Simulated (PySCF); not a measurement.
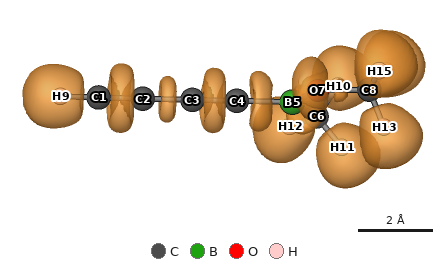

C6H7BO (SMILES C#CC#CB(C)OC). Isosurface of the ELF at 0.8 (orange), seen from one side. Only the valence region is drawn (cores and ρ < 0.01 e/Å³ removed).

Geometry: GFN2-xTB.

All numbers below come from wB97X-D/def2-SVPD, SCF density, gas phase (PySCF 2.14.0).

```
atom    x (Å)    y (Å)    z (Å)
   C   4.7187  -0.1135   1.1441
   C   3.5477  -0.1324   0.8584
   C   2.2279  -0.1626   0.5395
   C   1.0478  -0.1987   0.2565
   B  -0.4247  -0.2139  -0.1185
   C  -1.0399   0.9732  -0.9929
   O  -1.1274  -1.2664   0.3224
   C  -2.4955  -1.4706   0.0937
   H   5.7379  -0.0974   1.3896
   H  -1.4134   0.5975  -1.9454
   H  -1.8870   1.4321  -0.4843
   H  -0.3193   1.7564  -1.2101
   H  -3.0916  -0.8025   0.7222
   H  -2.7601  -1.2938  -0.9523
   H  -2.7255  -2.5051   0.3551
```

Q: Where are the electrons localised?

A: The ELF exceeds this value in two regions between bonded B–C atoms (shared pairs), three regions between bonded C–C atoms (shared pairs), one region between bonded C–O atoms (shared pairs), seven regions around hydrogen nuclei and one region on O in which the atom's valence shell and bonds are merged. Along the contacts the grid gives the following. C–C (1.21 Å): the ELF peaks at about 0.85 between the atoms (a multiple bond). B–O (1.34 Å): the ELF peaks at about 0.90 between the atoms: a short, strongly polar bond.
